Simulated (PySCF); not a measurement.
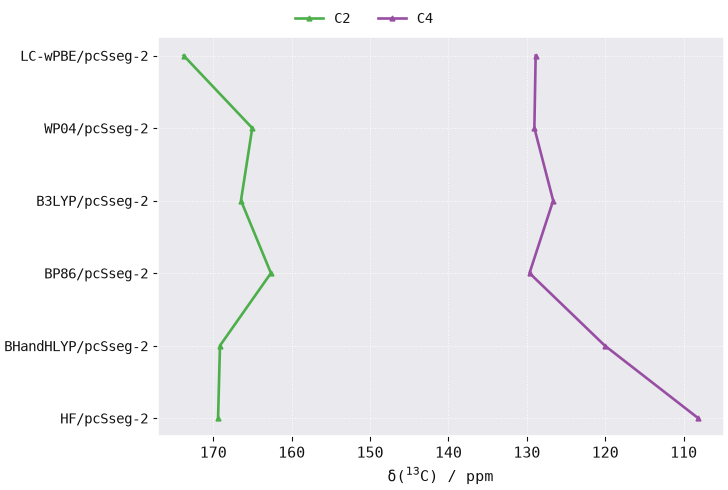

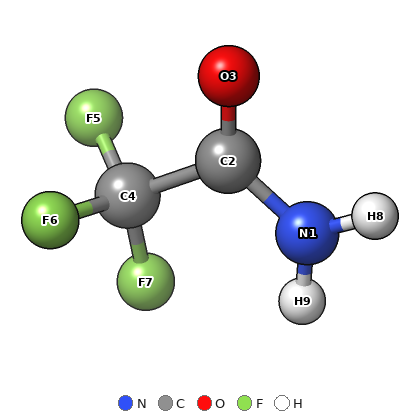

GIAO ¹³C shifts of C₂H₂F₃NO, SMILES NC(=O)C(F)(F)F at several levels, one geometry, PySCF 2.14.0, at a PBE0-D3(BJ)/def2-SVP geometry (no frequency check); values of one conformer, averaged over methyl-type rotors and exact or near symmetry; each against TMS at the same level.

### Which of the plotted signals depends most on the level, and by how much?

That of C4: from 108.1 ppm (HF/pcSseg-2) to 129.7 ppm (BP86/pcSseg-2), a spread of 21.5 ppm. The steadiest, C2, moves by 11.1 ppm.

### Do all levels give the signals in the same order?

Yes, the order of the signals is the same at every level.
